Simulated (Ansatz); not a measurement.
# F$_{2}$H$_{2}$HfO$_{2}$: what the fields show

The calculation's input:

```
crystal:
  periodic: [false, false, false]
  atoms:
    - { symbol: Hf, position_ang: [0.0, 0.0, 0.0] }
    - { symbol: O, position_ang: [0.0, 0.0, 2.07] }
    - { symbol: H, position_ang: [-0.9095, -0.2814, 2.4071] }
    - { symbol: F, position_ang: [1.8671, 0.0, -0.6593] }
    - { symbol: O, position_ang: [-0.975, 1.6891, -0.6893] }
    - { symbol: H, position_ang: [-1.9328, 1.4584, -0.9117] }
    - { symbol: F, position_ang: [-0.9326, -1.6157, -0.6593] }
basis:
  gaussian: { orbitals: def2-SVP }
hamiltonian:
  xc: hf
relax:
  f_tol: 0.02
  max_steps: 40
output:
  orbitals: {}
```

Command:

```sh
ansatz run input.yaml --threads 1 --pin off --max-ram 2048MiB --backend cpu --events-out ev --progress --plain --runs-dir out
```

The fields are those of the run's last geometry, not of the input's.

Core potentials replace the inner electrons of Hf.

All numbers below come from Ansatz 0.2.0, RHF/def2-SVP.

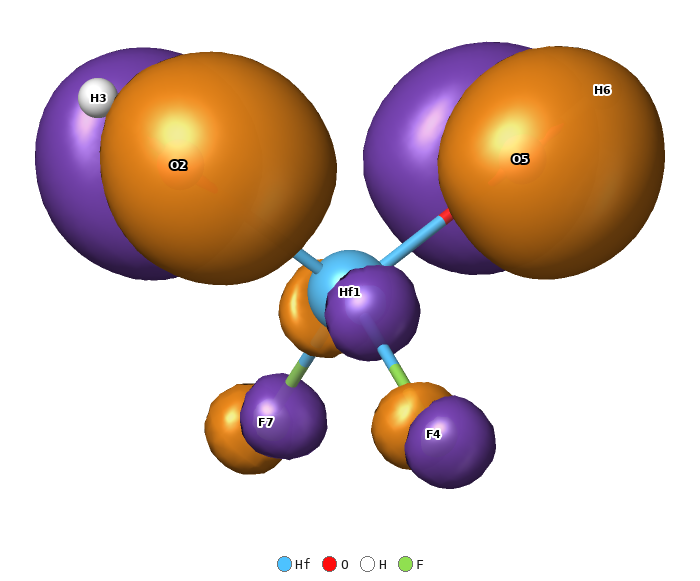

Figure 1. The HOMO−1 at ±0.1 Å⁻³ᐟ² (orange and purple are the two phases), seen at a tilt.

**Describe this orbital and give its energy.**

By Hirshfeld shares it lies mainly on O2 (about 40 %) and O5 (about 40 %); largely a combination of lone pairs on O2 and O5. Its energy is −14.07 eV.

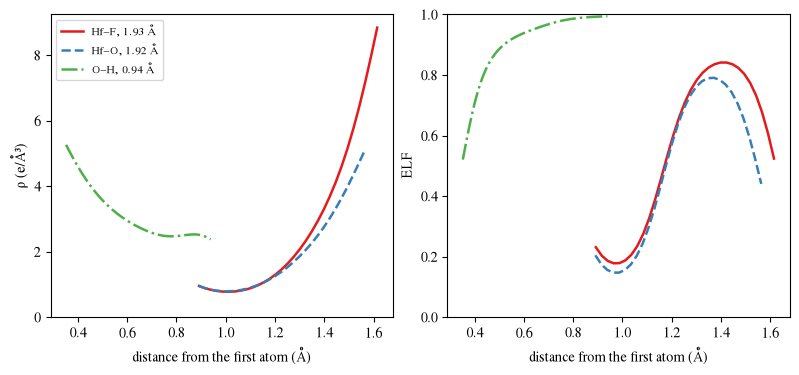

Figure 2. Electron density and electron localisation function along straight lines between neighbouring atoms. The curves leave out the atomic cores.

**What can be read from the curves?**

Hf–F (1.93 Å): ρ at the midpoint is about 0.8 e/Å³; the ELF peaks at about 0.85 in the valence shell of F, 0.5 Å from its nucleus, and drops to about 0.20 between the two atoms.
Hf–O (1.92 Å): the density is about 0.81 e/Å³ at the midpoint; the ELF peaks at about 0.80 in the valence shell of O, 0.6 Å from its nucleus, and drops to about 0.15 between the two atoms.
O–H (0.94 Å): ρ at the midpoint is about 3.8 e/Å³; the ELF climbs to about 1 towards the hydrogen, as it does in any bond to H: an ordinary covalent bond to hydrogen.

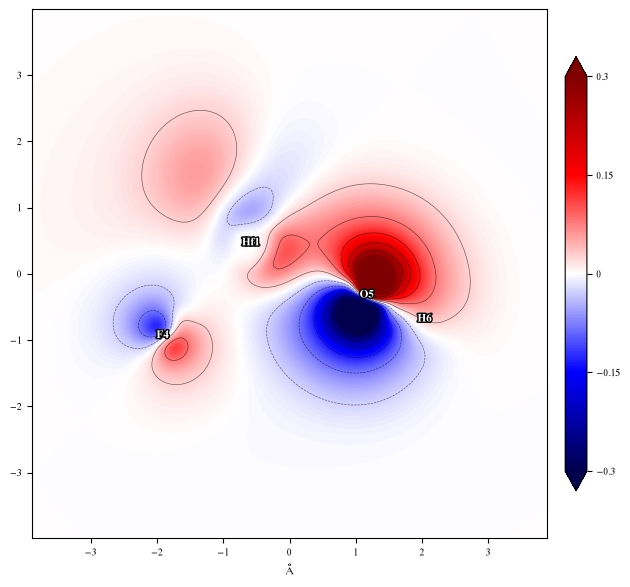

Figure 3. The HOMO on the plane of atoms F4, Hf1 and O5 (values in Å⁻³ᐟ²; the overall sign is arbitrary).

**What is the character of this orbital?**

Its weight (Hirshfeld) is mainly on O2 (about 40 %) and O5 (about 40 %); largely a combination of lone pairs on O2 and O5. Its energy is −13.87 eV.
